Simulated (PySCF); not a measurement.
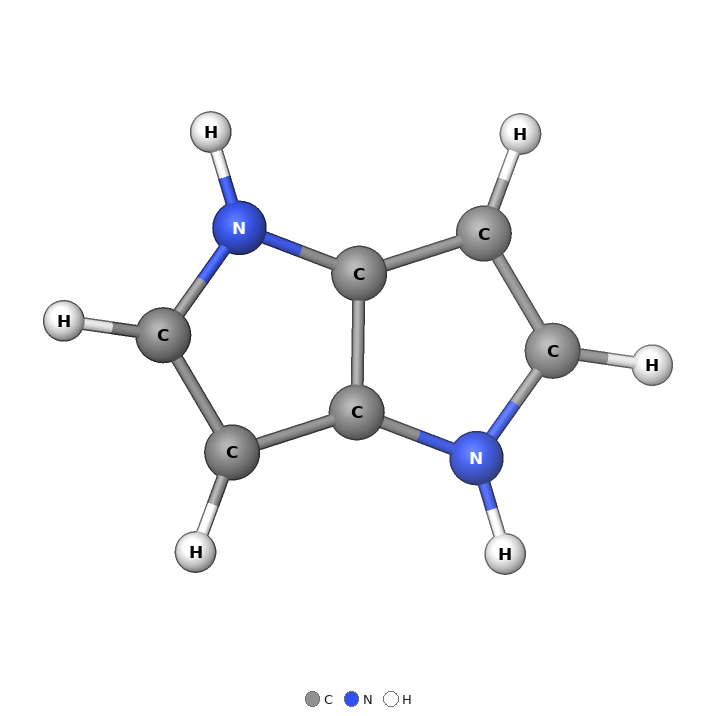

The geometry was computed by an optimisation with PBE0-D3(BJ)/def2-SVP. No frequency run is at hand to confirm it as a minimum. Program: PySCF 2.14.0.

Compare HOMO energy (eV), polarisability (bohr³) at these levels: CAM-B3LYP/def2-SVPD; LC-wPBE/def2-SVPD; PBE0/6-31G*; PBE0/def2-SVP; PBE0/def2-TZVP; ωB97X-D/def2-SVPD.

```
              level  HOMO energy (eV)  polarisability (bohr³)
CAM-B3LYP/def2-SVPD             −6.45                    82.0
  LC-wPBE/def2-SVPD             −7.70                    79.8
        PBE0/6-31G*             −4.88                    66.3
      PBE0/def2-SVP             −5.14                    70.4
     PBE0/def2-TZVP             −5.20                    79.7
  ωB97X-D/def2-SVPD             −7.00                    82.3
```
